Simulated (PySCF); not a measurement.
SMILES N#Cc1ccc(O[SiH3])s1 at its GFN2-xTB optimised geometry (Å):

```
14

N     -2.2612    -3.9593    -0.0004
C     -1.5671    -3.0444    -0.0003
C     -0.7167    -1.9394     0.0000
C      0.6544    -1.9394     0.0000
C      1.2074    -0.6504     0.0000
C      0.2582     0.3361     0.0000
O      0.4820     1.6349    -0.0003
Si    -0.5442     2.9177    -0.0184
S     -1.3529    -0.3136     0.0001
H      1.2366    -2.8434    -0.0002
H      2.2612    -0.4418    -0.0002
H      0.4655     3.9593    -0.0132
H     -1.3685     2.8555    -1.2241
H     -1.3946     2.8693     1.1697
```

Method: PBE/def2-TZVP (PySCF 2.14.0). Cells within 0.4 Å of a nucleus heavier than hydrogen are left out (blank, or x).

Map of the deformation density (molecule minus spherical neutral atoms) (e/bohr³), clipped to [-0.15, 0.15] on the plane z = 0.0 Å:

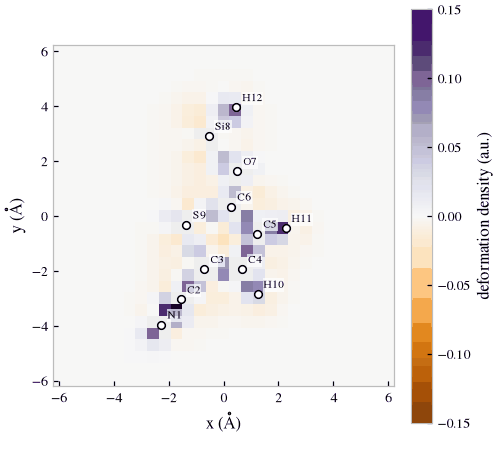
Figure. Deformation density (molecule minus spherical neutral atoms) (e/bohr³), clipped to [-0.15, 0.15] on the plane z = 0.0 Å.
